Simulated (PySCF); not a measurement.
## Electronic structure of C₂H₁₂AlNSi₂ (SMILES C[N]([AlH2])[SiH2]C[SiH3]) in real space

```xyz
18

C    -2.3933   -0.9980    1.2863
N    -1.4245   -0.3143    0.4406
Al   -1.5854    0.8940   -0.9205
Si    0.2567   -0.6434    0.6932
C     1.0272    0.4905   -0.6301
Si    2.9170    0.4838   -0.7087
H    -2.3260   -2.0816    1.1616
H    -2.2187   -0.7720    2.3411
H    -3.4039   -0.6823    1.0273
H    -1.8967    0.4000   -2.3539
H    -1.8031    2.3922   -0.5994
H     0.6123   -2.0517    0.4582
H     0.7206   -0.2753    2.0400
H     0.6350    0.2020   -1.6133
H     0.6874    1.5187   -0.4498
H     3.4479    0.9077    0.5859
H     3.3692    1.4083   -1.7518
H     3.3697   -0.8720   -1.0184
```

Geometry: GFN2-xTB.

Theory: B3LYP/def2-SVPD, SCF density, gas phase in PySCF 2.14.0.

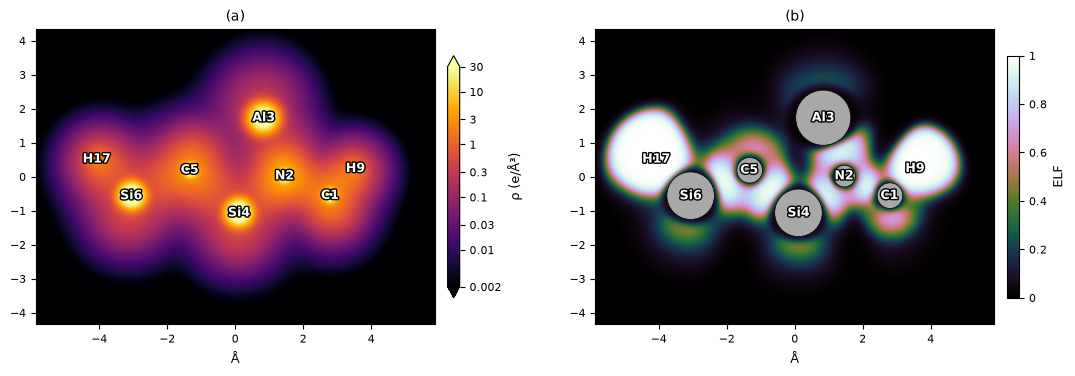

Figure 1. (a) electron density; (b) electron localisation function on the plane of atoms C5, Si6 and H17. Grey discs cover the atomic cores in the ELF map.

Interpret the plot.

- Atoms in the plane: C, N, Al, Si and H.
- C–N (1.46 Å): the density is about 1.9 e/Å³ at the midpoint; the ELF peaks at about 0.90 between the atoms; localised, covalent bonding.
- Si–N (1.73 Å): ρ is about 1.1 e/Å³ halfway; the ELF peaks at about 0.90 between the atoms (a shared but strongly polarised pair).
- Al–N (1.83 Å): ρ at the midpoint is about 0.76 e/Å³; the ELF peaks at about 0.90 in the valence shell of N, 0.7 Å from its nucleus, and is about 0.65 at the midpoint.
- C–Si (1.89 Å): ρ at the midpoint is about 0.9 e/Å³; the ELF peaks at about 0.95 between the atoms; a shared electron pair.
- C–H (1.09 Å): ρ is about 2 e/Å³ halfway; the ELF climbs to about 1 towards the hydrogen, as it does in any bond to H; an ordinary covalent bond to hydrogen.

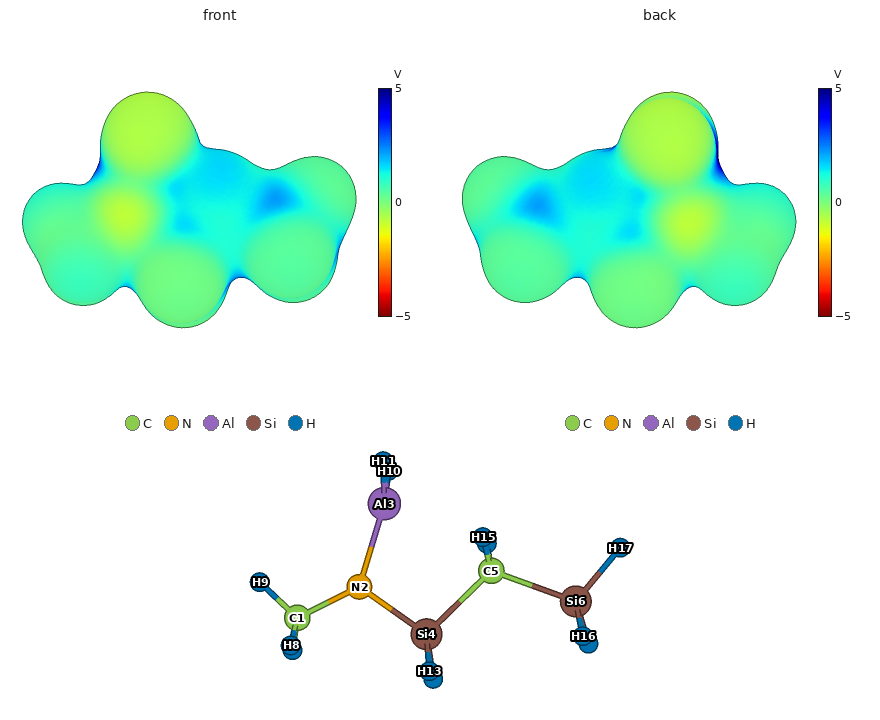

Figure 2. The electrostatic potential painted on the density surface at 0.004 e/bohr³, seen from the front and from behind; red is negative and blue positive. The bare structure is drawn below in the same view.

Which sites attract a positive test charge, and which a negative one?

A positive charge is drawn to the negative regions and a negative charge to the positive ones. The most negative region (about −0.7 V) lies over N2, the most positive (about +4.4 V) over Al3.
